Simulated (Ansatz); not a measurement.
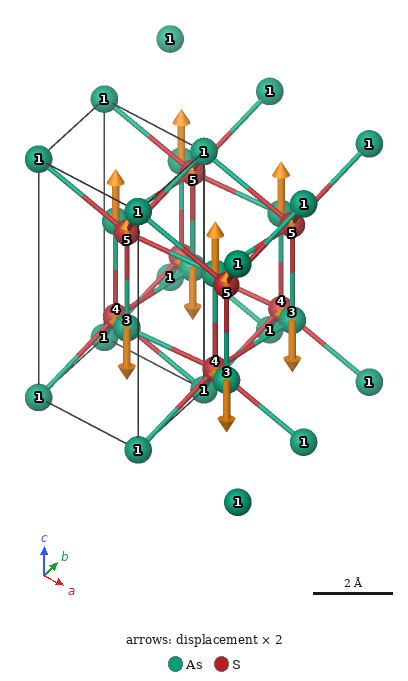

This is a relaxation of a crystal of As₃S₂ (built on the A-type sesquioxide_164 type) (coarse preliminary run). The starting structure is drawn; orange arrows show the displacements (the part carried along by the change of the cell is left out), magnified 2 times.

Style: ball-and-stick. Shown: the cell of the calculation, repeated 2 × 2 × 1 with one cell outlined, from a free direction.

Case: anti-A-type sesquioxide type (P-3m1, No. 164).

Computed with DFT PBE, scalar-relativistic, plane waves, PAW (Ansatz 0.2.0).

The input:
```yaml
crystal:
  lattice:
    - [4.2325984139, 0.0, 0.0]
    - [-2.1162992069, 3.6655377504, 0.0]
    - [0.0, 0.0, 6.5852356033]
  atoms:
    - { symbol: As, position: [0.0, 0.0, 0.0] }
    - { symbol: As, position: [0.3333333333, 0.6666666667, 0.645] }
    - { symbol: As, position: [0.6666666667, 0.3333333333, 0.355] }
    - { symbol: S, position: [0.3333333333, 0.6666666667, 0.245] }
    - { symbol: S, position: [0.6666666667, 0.3333333333, 0.755] }
basis:
  ecutwfc: 420
kpoints:
  mp_grid: { grid: [6, 6, 4] }
hamiltonian:
  xc: pbe
scf:
  occupations: { method: gaussian, width: 0.1 }
  lower_state_search: "off"
output:
  forces: true
  stress: true
  eigenvalues: true
relax:
  adjacent_minimum: "off"
  f_tol: 0.04
  max_steps: 70
  cell: { stress_tol: 0.4 }
```

Command:
```bash
ansatz run input.yaml --threads 1 --pin off --max-ram 2560MiB --backend cpu --events-out ev --progress --plain --runs-dir out
```

Q: What did the optimiser do to the structure, and how much energy did it gain?

A: Over 11 accepted moves (12 points after the start) the energy falls by 1.709 eV per cell of the calculation. The largest force component goes from 0.96 to 0.034 eV/Å. The pressure goes from 2.83 to 0.21 GPa. At 1 point the geometry stayed and the basis and grid were re-selected for the new cell (energy shift of 13.1 meV per cell of the calculation at most each time). The largest moves relative to the cell, 0.72 Å, are those of As2 and As3. As3 goes along −c. Largest moves by element: As 0.72 Å, S 0.18 Å. The drawn cell changes as follows: a = b 4.233 → 4.782 Å (+13.0 %), c 6.585 → 5.474 Å (−16.9 %); the volume changes by +6.1 %. Some distances before and after: As2–S4 3.951 → 2.380 Å, As2–As3 3.101 → 4.104 Å, As2–S4 (another image) 2.634 → 3.094 Å, As1–As2 3.382 → 3.018 Å. New bonds form: As2–S4 (3.95 → 2.38 Å), As3–S5 (3.95 → 2.38 Å). Among the angles between lasting bonds that change: S4–As3–S4 112.3° → 120.0°, As3–S4–As3 112.3° → 120.0°. The space group stays P-3m1 (No. 164).
